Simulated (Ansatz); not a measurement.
# HF/3-21G run of [NH4]+ (ammonium)

Aim: the vertical singlet–triplet gap of [NH4]+ (ammonium) at HF/3-21G, from 2 runs. 

The results are computed with Ansatz 0.2.0.

2 further runs of the same task are left out: 1 that didn't finish, 1 set aside as unsound or not needed.

## (1) The structure to begin with

[NH4]+ has 5 atoms, charge +1, and is taken as a singlet. SMILES: `[NH4+]`. The shape is that of a GFN2-xTB optimisation.

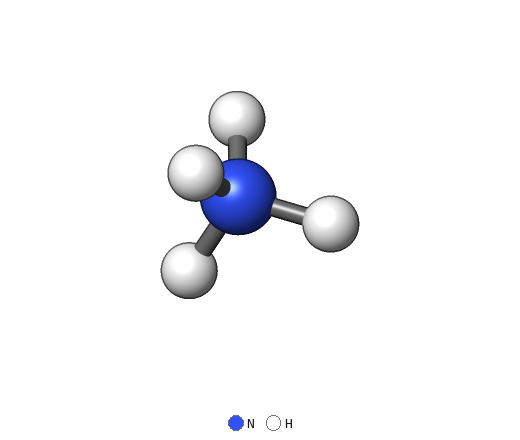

Viewed from a chosen angle; nitrogen blue, hydrogen white.

## (2) A single-point energy at HF/3-21G

Contents of job.yaml:

```yaml
crystal:
  periodic: [false, false, false]
  atoms:
    - symbol: N
      position_ang: [0.000080, 0.000050, -0.000010]
    - symbol: H
      position_ang: [0.455870, -0.450720, 0.805650]
    - symbol: H
      position_ang: [-0.977900, 0.217540, 0.236550]
    - symbol: H
      position_ang: [0.024080, -0.637350, -0.808220]
    - symbol: H
      position_ang: [0.497880, 0.870480, -0.233970]
basis:
  gaussian:
    orbitals: 3-21G.json
total_charge: 1
hamiltonian:
  xc: hf
accuracy: high
```

The basis set 3-21G is read from a file made from the Basis Set Exchange's data (not shown).

Command:

```console
$ ansatz run job.yaml --threads 1 --pin off --max-ram 2610MiB --events-out events.jsonl --progress --plain --runs-dir runs
```

Log:

```text
Warning: RAYON_NUM_THREADS=1 ignored (pool sized by the plan → 1); use --threads N
Functional definition: HF
  name "HF"
  exchange = exact_x
  correlation = 0
338 factors; integrals over basis functions are off by at most 1.8e-8 eV
mean field evaluation 1: about -1527.5621 eV, gradient 3.9e1 eV
mean field evaluation 2: about -1527.5560 eV, gradient 3.9e1 eV
mean field evaluation 4: about -1530.1928 eV, gradient 1.0e0 eV
mean field evaluation 8: about -1530.1952 eV, gradient 1.2e-4 eV
mean field -1530.19522435 eV, -56.2336372911 hartree, gradient 2.8e-8 eV, S^2 0.000000; 0 other end points of the search recorded, 0 dependent functions left out
reference -1530.19522435 eV, -56.2336372911 hartree; 5, 5 occupied and 12, 12 virtual orbitals, 338 factors
Total energy: -1530.19522435 eV, -56.2336372911 hartree
```

Wall time 0.06 s (1 thread of Intel Xeon 6975P-C (Granite Rapids), shared host).

## (3) The triplet at the same level

Contents of in.yaml:

```yaml
crystal:
  periodic: [false, false, false]
  atoms:
    - symbol: "N"
      position_ang: [0.000080, 0.000050, -0.000010]
    - symbol: H
      position_ang: [0.455870, -0.450720, 0.805650]
    - symbol: H
      position_ang: [-0.977900, 0.217540, 0.236550]
    - symbol: H
      position_ang: [0.024080, -0.637350, -0.808220]
    - symbol: H
      position_ang: [0.497880, 0.870480, -0.233970]
basis:
  gaussian: {orbitals: 3-21G.json}
total_charge: 1
magnetization: {spin_polarized: true, initial_magnetization: 2}
hamiltonian: {xc: hf}
accuracy: high
```

The basis set 3-21G is read from a file made from the Basis Set Exchange's data (not shown).

Command:

```console
$ ansatz run in.yaml --threads 1 --pin off --max-ram 2610MiB --events-out events.jsonl --progress --plain --runs-dir runs
```

Log:

```text
Warning: RAYON_NUM_THREADS=1 ignored (pool sized by the plan → 1); use --threads N
[... 4 set-up lines as earlier in the session ...]
338 factors; integrals over basis functions are off by at most 1.8e-8 eV
mean field evaluation 1: about -1513.8453 eV, gradient 1.6e1 eV
mean field evaluation 2: about -1513.8466 eV, gradient 1.6e1 eV
mean field evaluation 4: about -1515.0096 eV, gradient 1.9e0 eV
mean field evaluation 8: about -1515.6368 eV, gradient 7.3e-1 eV
mean field evaluation 16: about -1515.6888 eV, gradient 2.2e-8 eV
mean field evaluation 32: about -1515.6860 eV, gradient 1.7e-2 eV
mean field evaluation 64: about -1514.7568 eV, gradient 1.4e-2 eV
mean field evaluation 96: about -1514.7568 eV, gradient 3.4e-8 eV
mean field -1515.68878678 eV, -55.7005355434 hartree, gradient 6.4e-9 eV, S^2 2.006307; 4 other end points of the search recorded, 0 dependent functions left out
reference -1515.68878678 eV, -55.7005355434 hartree; 6, 4 occupied and 11, 13 virtual orbitals, 338 factors
Total energy: -1515.68878678 eV, -55.7005355434 hartree
```

Wall time 0.1 s (1 thread of Intel Xeon 6975P-C (Granite Rapids), shared host).

## (4) Outcome

Level: HF/3-21G.

```
                                        quantity         value
                           singlet: total energy  -56.23364 Eh
                           triplet: total energy  -55.70054 Eh
                                   triplet: ⟨S²⟩         2.006
vertical energy of the triplet above the singlet     14.506 eV
```

**Reading.** At this shape the triplet lies 14.51 eV (1400 kJ/mol) above the singlet.
